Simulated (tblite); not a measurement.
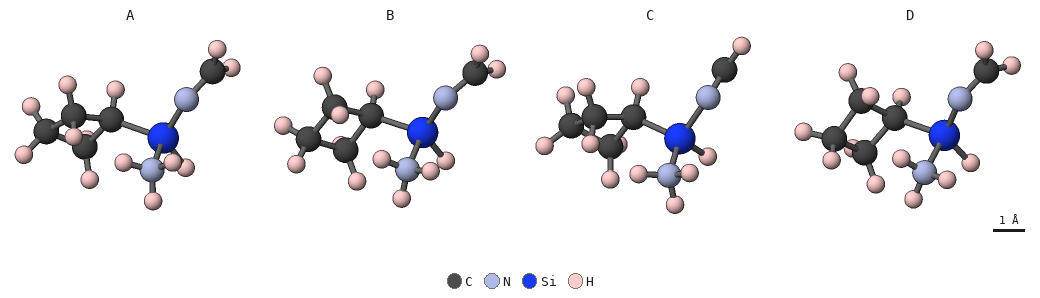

4 geometries from one relaxation of C$_{5}$H$_{13}$N$_{2}$Si (charge +1), in shuffled order. A ball-and-stick model, seen from a free direction.

All numbers below come from GFN2-xTB geometry optimisation, gas phase in tblite. 

### Put them in the order of the run, from the start to the converged end.

C, A, B, D. They are steps 0, 56, 118, 164, at +1.155 eV, +0.077 eV, +0.047 eV relative to the last. The largest moves after the best rigid fit, 1.68 Å, are those of H atoms. Largest moves by element: H 1.68 Å, C 0.76 Å, Si 0.52 Å, N 0.43 Å. Some distances before and after: N–Si 1.773 → 1.927 Å, N–Si 1.797 → 1.700 Å, C–Si 1.841 → 1.889 Å, H–N 1.061 → 1.018 Å. Among the angles between lasting bonds that change: C–N–Si 119.3° → 140.5°, N–Si–H 106.0° → 126.4°, N–Si–N 107.1° → 94.4°. Groups turn about C–C by about 40°, C–C by about 40°, C–C by about 40°. Over 164 geometry steps the energy falls by 1.155 eV.
